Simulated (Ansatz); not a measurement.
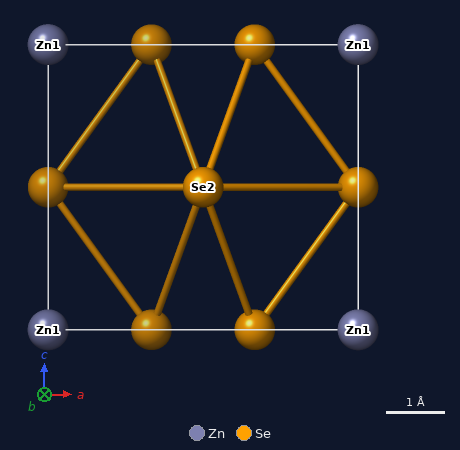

Starting structure of solid ZnSe₅ (a generated structure, set up in P6/mmm) (coarse preliminary run). A ball-and-stick model of the cell of the calculation, seen along the b axis.

Theory: DFT PBE, scalar-relativistic, plane waves, PAW (Ansatz).

The input:
```yaml
crystal:
  lattice:
    - [6.19404233, 0.0, 0.0]
    - [-3.09702117, 5.36419801, 0.0]
    - [0.0, 0.0, 4.9348841]
  atoms:
    - { symbol: Zn, position: [0.0, 0.0, 0.0] }
    - { symbol: Se, position: [0.5, 0.0, 0.5] }
    - { symbol: Se, position: [0.5, 0.5, 0.5] }
    - { symbol: Se, position: [0.0, 0.5, 0.5] }
    - { symbol: Se, position: [0.33333333, 0.66666667, 0.0] }
    - { symbol: Se, position: [0.66666667, 0.33333333, 0.0] }
basis:
  ecutwfc: 420
kpoints:
  mp_grid: { grid: [3, 3, 4] }
hamiltonian:
  xc: pbe
scf:
  occupations: { method: gaussian, width: 0.1 }
  lower_state_search: "off"
output:
  forces: true
  stress: true
  eigenvalues: true
relax:
  adjacent_minimum: "off"
  f_tol: 0.04
  max_steps: 70
  cell: { stress_tol: 0.4 }
```

Command:
```bash
ansatz run input.yaml --threads 1 --pin off --max-ram 2560MiB --backend cpu --events-out ev --progress --plain --runs-dir out
```

> Predict the outcome.

Over 11 accepted moves (14 points after the start) the energy falls by 1.388 eV per cell of the calculation. All forces vanish by symmetry, so only the cell relaxes. The pressure goes from −5.77 to 0.06 GPa. The line search rejected the trial step at point 9 of the run. The SCF was repeated twice at an unchanged geometry on a basis and grid sized afresh for the cell, which shifted the energy by 27.4 meV per cell of the calculation at most. No atom moves by more than 0.005 Å relative to the cell. Cell: a = b 6.194 → 7.268 Å (+17.3 %), c 4.935 → 3.527 Å (−28.5 %). Volume −1.6 %. Among the contacts that change: Se2–Se3 3.097 → 3.634 Å, Se2–Se5 3.047 → 2.741 Å. The space group stays P6/mmm (No. 191).

Final geometry:

```
Zn Se
1.0
     7.26822    0.00000    0.00000
    -3.63411    6.29446    0.00000
     0.00000    0.00000    3.52745
Zn Se
1 5
Cartesian
  7.2682 0.0000 0.0000
  3.6341 0.0000 1.7637
  1.8171 3.1472 1.7637
  -1.8171 3.1472 1.7637
  0.0000 4.1963 0.0000
  3.6341 2.0982 0.0000
```

After the run, drawn alike:

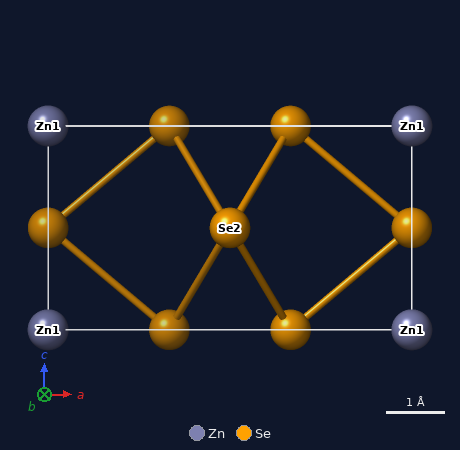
